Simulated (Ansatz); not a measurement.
**MoTe2, response to strain**

Base system: MoTe2 (space group P6_3/mmc, No. 194; a = 3.434 Å, c = 13.329 Å; layered, stacked along the Cartesian z axis). Axes: x lies along a and z along c of the hexagonal cell.

Strains are applied to the cell and any free atomic positions relax; under biaxial strain the out-of-plane vector relaxes too.

The values are results of Ansatz (a quantum-chemistry and plane-wave program) PBEsol-D3(BJ), scalar-relativistic without spin-orbit coupling, not measurements.

Notes on the quantities. pressure: mean of the normal stresses, compression positive.

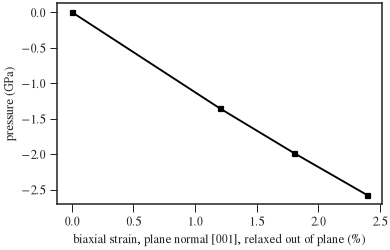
Figure. Pressure against biaxial strain, plane normal [001], relaxed out of plane

| biaxial strain, plane normal [001], relaxed out of plane (%) | pressure |
|---|---|
| 1.2 | -1.35 GPa |
| 1.8 | -1.98 GPa |
| 2.4 | -2.58 GPa |

Stability against distortions was not tested.
